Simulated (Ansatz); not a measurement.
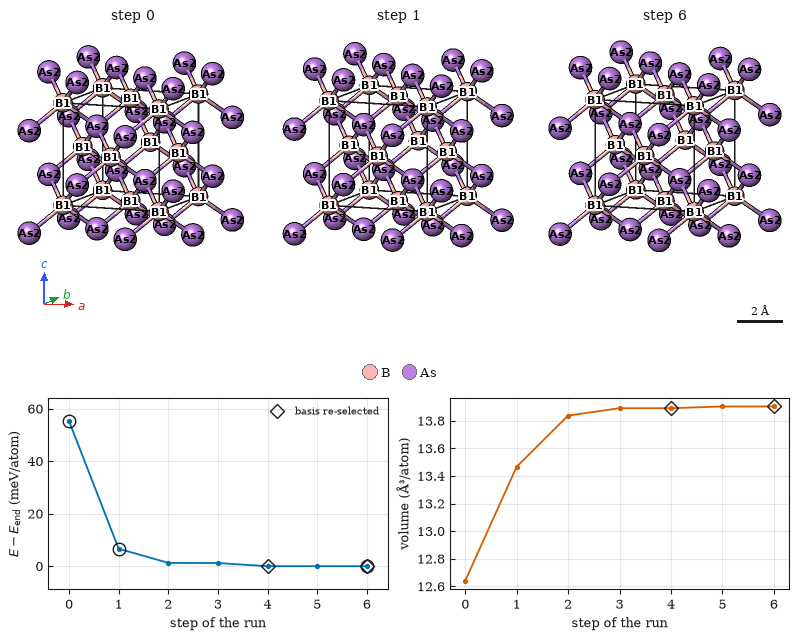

Frames of a relaxation of a crystal of BAs (built on the zincblende type), marked on the history of the run. The picture is a ball-and-stick view of the conventional cell (4 times the calculation's cell), seen slightly off an axis. Lengths and directions refer to the drawn axes.

Level of theory: DFT, PBE, plane waves, PAW (Ansatz).

The input:
```yaml
crystal:
  lattice:
    - [0.0, 2.3294928661, 2.3294928661]
    - [2.3294928661, 0.0, 2.3294928661]
    - [2.3294928661, 2.3294928661, 0.0]
  atoms:
    - { symbol: B, position: [0.0, 0.0, 0.0] }
    - { symbol: As, position: [0.25, 0.25, 0.25] }
kpoints:
  mp_grid: { grid: [8, 8, 8] }
hamiltonian:
  xc: pbe
scf:
  occupations: { method: fermi_dirac, width: 0.02 }
relax:
  f_tol: 0.005
  cell: {}
```

Command:
```bash
ansatz run input.yaml --threads 2 --pin off --max-ram 2211MiB --backend cpu --events-out ev --progress --plain --runs-dir out
```

Q: What happens along the run?

A: The energy falls by 55.4 meV per atom in 4 accepted moves (6 points after the start). All forces vanish by symmetry, so only the cell relaxes. The pressure goes from 15.22 to 0.00 GPa. At 2 points the geometry stayed and the basis and grid were re-selected for the new cell (energy shift of 1.2 meV per atom at most each time). No atom moves by more than 0.005 Å relative to the cell. The volume changes by +10.0 %, with a = b = c 4.659 → 4.809 Å (+3.2 %). Among the contacts that change: B1–As2 2.017 → 2.082 Å. The space group stays F-43m (No. 216). The run took 6.7 s on 2 threads of Arm Neoverse N1 (shared host), peak memory 0.29 GiB. From step 0 to 1: volume +6.5 %, energy −48.7 meV per atom. From step 1 to 6: volume +3.2 %, energy −6.7 meV per atom.

```
step  E − E(0), meV/atom  pressure, GPa  volume, Å³/atom                      note
   0                0.00          15.22           12.641                          
   1              -48.68           4.42           13.467                          
   2              -54.08           0.54           13.838                          
   3              -54.14           0.03           13.891                          
   4              -55.33           0.12           13.891  same geometry, new basis
   5              -55.33           0.00           13.904                          
   6              -55.35           0.00           13.904  same geometry, new basis
```
